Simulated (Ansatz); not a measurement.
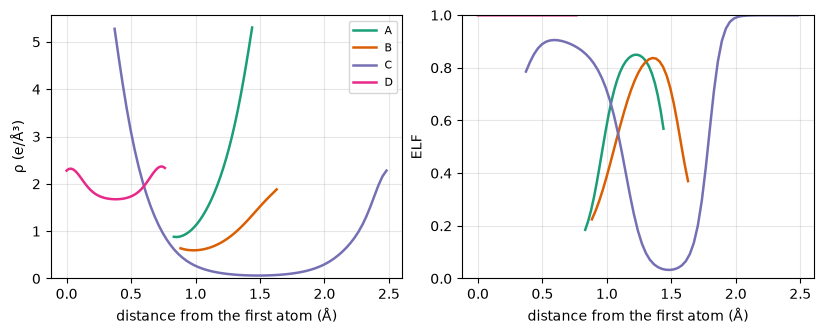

Figure. ClGeHO···H2. Total electron density and ELF along straight lines between neighbouring atoms. The curves leave out the atomic cores.

These are results of RKS B3LYP/def2-SVP (Ansatz), not measurements.

Input file:

```
crystal:
  periodic: [false, false, false]
  atoms:
    - { symbol: Ge, position_ang: [-0.090068, -0.098312, -1.006937] }
    - { symbol: H, position_ang: [1.177395, -0.167488, 1.43541] }
    - { symbol: H, position_ang: [1.739838, 0.054943, 1.045339] }
    - { symbol: Cl, position_ang: [-1.161584, 1.817585, -0.701368] }
    - { symbol: O, position_ang: [-1.179467, -1.108005, 0.004107] }
    - { symbol: H, position_ang: [-0.917814, -2.041523, 0.012849] }
basis:
  gaussian: { orbitals: def2-SVP }
hamiltonian:
  xc: b3lyp
relax:
  f_tol: 0.03
  max_steps: 50
output:
  orbitals: {}
```

Launched as:

```sh
ansatz run input.yaml --threads 1 --pin off --max-ram 2048MiB --backend cpu --events-out ev --progress --plain --runs-dir out
```

The fields are those of the run's last geometry, not of the input's.

> Which curve belongs to which contact (Ge–Cl, Ge–O, H–H and O–H)? The first atom named is at distance zero.

Curve A: Ge–O (1.80 Å): the density is about 0.9 e/Å³ at the midpoint; the ELF peaks at about 0.85 in the valence shell of O, 0.6 Å from its nucleus, and is about 0.30 at the midpoint. Curve B: Ge–Cl (2.21 Å): ρ is about 0.65 e/Å³ halfway; the ELF peaks at about 0.85 in the valence shell of Cl, 0.9 Å from its nucleus, and is about 0.60 at the midpoint. Curve C: O5···H2 (2.48 Å): the density falls to about 0.06 e/Å³ on the way; the ELF dips to about 0.05 between them; a non-bonded, intermolecular contact. Curve D: H–H (0.76 Å): ρ is about 1.7 e/Å³ halfway; the ELF peaks at about 1 between the atoms.
